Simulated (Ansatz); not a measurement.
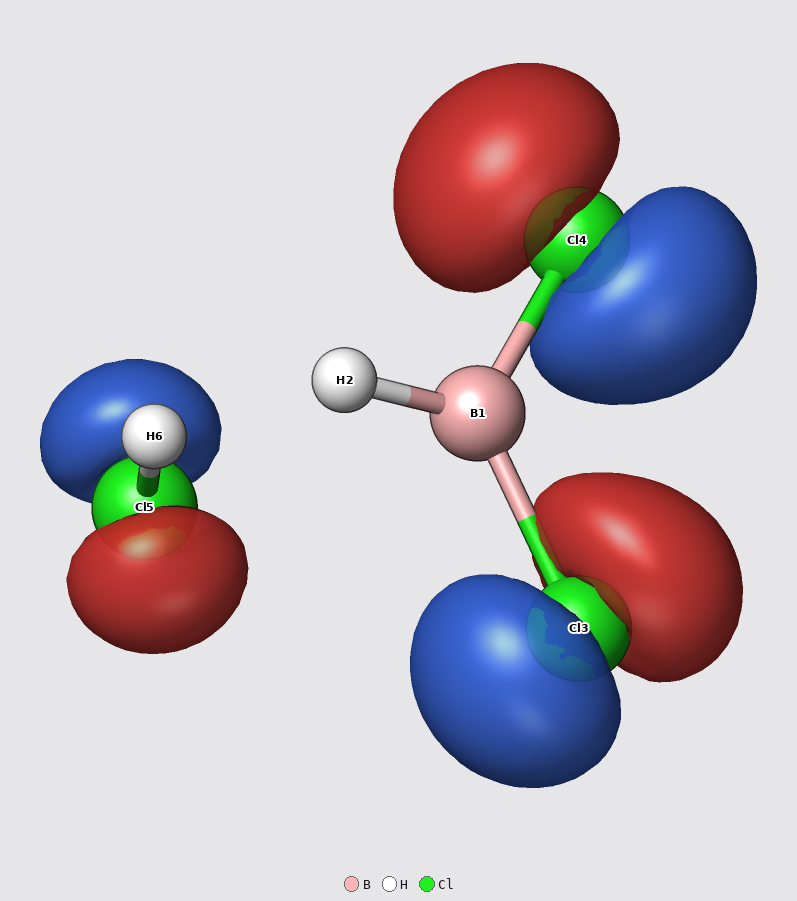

BCl2H···HCl. The HOMO at ±0.15 Å⁻³ᐟ² (red and blue are the two phases), seen at an oblique angle.

Not at a stationary point (largest force 1.4 eV/Å).

Theory: Ansatz 0.2.0, RKS BHLYP/def2-SVP.

The calculation's input:

```
crystal:
  periodic: [false, false, false]
  atoms:
    - { symbol: B, position_ang: [0.0, 0.0, 0.0] }
    - { symbol: H, position_ang: [0.0, 0.0, 1.54] }
    - { symbol: Cl, position_ang: [1.6108, 0.0, -0.93] }
    - { symbol: Cl, position_ang: [-1.6108, 0.0, -0.93] }
    - { symbol: Cl, position_ang: [0.0903, -2.0478, 0.6811] }
    - { symbol: H, position_ang: [0.0386, -0.8759, 1.6586] }
basis:
  gaussian: { orbitals: def2-SVP }
hamiltonian:
  xc: { name: BHLYP }
relax:
  f_tol: 0.15
  max_steps: 25
  restrain:
    - { distance: [0, 4], at: 3.06, k: 30.0 }
    - { distance: [5, 1], at: 1.86, k: 30.0 }
    - { distance: [0, 1], at: 1.19, k: 30.0 }
    - { distance: [5, 4], at: 1.37, k: 30.0 }
output:
  orbitals: {}
```

Run with:

```sh
ansatz run input.yaml --threads 1 --pin off --max-ram 2048MiB --backend cpu --events-out ev --progress --plain --runs-dir out
```

The fields are those of the run's last geometry, not of the input's.

**Where does this orbital lie, and at what energy?**

It lies mainly on Cl3 (about 40 %), Cl4 (about 40 %) and Cl5 (about 15 %); largely a combination of lone pairs on Cl3, Cl4 and Cl5. Its energy is −10.42 eV.
